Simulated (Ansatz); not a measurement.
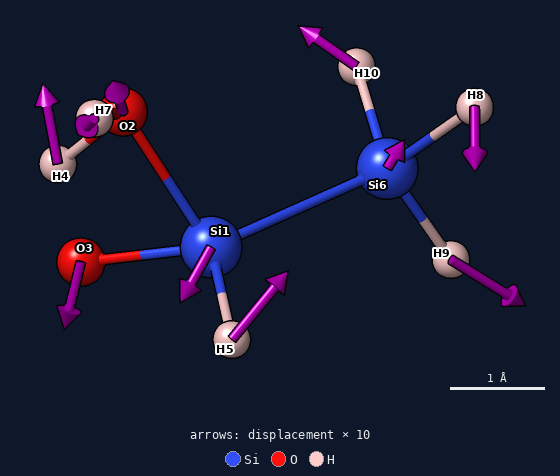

A saddle-point search of Si2H6O2. The starting structure is drawn; purple arrows show the displacements, 10 times their true length. The two geometries are superimposed by the best rigid fit.

A ball-and-stick model, seen at a tilt.

Theory: Ansatz, RKS BLYP-D4/def2-SVP.

The input:
```yaml
crystal:
  periodic: [false, false, false]
  atoms:
    - {symbol: Si, position_ang: [-0.645788, -0.002648, -0.461727]}
    - {symbol: O, position_ang: [0.723295, 0.992952, -1.292617]}
    - {symbol: O, position_ang: [-0.510521, -0.835154, -1.820768]}
    - {symbol: H, position_ang: [0.376086, 0.221939, -2.007809]}
    - {symbol: H, position_ang: [-1.861612, 1.026098, -0.404538]}
    - {symbol: Si, position_ang: [0.155991, -0.750284, 1.541743]}
    - {symbol: H, position_ang: [0.504075, 1.960948, -1.657795]}
    - {symbol: H, position_ang: [0.506164, 0.408248, 2.481012]}
    - {symbol: H, position_ang: [-0.734993, -1.618300, 2.158443]}
    - {symbol: H, position_ang: [1.425509, -1.469204, 1.372779]}
basis:
  gaussian: {orbitals: def2-SVP}
hamiltonian: {xc: {name: BLYP}, dispersion: d4}
saddle:
  f_tol: 0.1
  max_steps: 40
  mode_guess:
    - [-0.2160, -0.2483, 0.0035]
    - [0.0832, -0.0895, -0.1336]
    - [-0.3642, -0.2666, 0.1489]
    - [0.4551, 0.6311, 0.0933]
    - [0.0079, 0.0243, -0.0076]
    - [-0.0035, 0.0071, 0.0030]
    - [0.0112, -0.0872, -0.0821]
    - [0.0010, 0.0084, 0.0052]
    - [0.0238, -0.0116, 0.0112]
    - [0.0017, 0.0321, -0.0419]
```

Command:
```bash
ansatz run in.yaml --threads 4 --pin off --events-out ev --progress --plain --max-ram 9574MiB
```

Q: What did the optimiser do to the structure, and how much energy did it gain?

A: H9 moves most after the best rigid fit: 0.11 Å. Largest moves by element: H 0.11 Å, O 0.08 Å, Si 0.07 Å. Near-neighbour distances that change, for instance: O3–H4 1.392 → 1.537 Å, Si6–H9 1.388 → 1.502 Å, Si1–Si6 2.284 → 2.366 Å, Si1–H5 1.594 → 1.512 Å. Among the angles between lasting bonds that change: O3–Si1–H5 115.5° → 121.3°, H8–Si6–H10 104.1° → 109.5°, H5–Si1–Si6 116.6° → 112.8°. The energy falls by 9.70 kcal/mol in 6 geometry steps. Largest force component: 3.8 eV/Å at the start, 0.006 eV/Å at the end. Cost: 26 s on 4 threads of Intel Xeon Platinum 8488C (shared host).
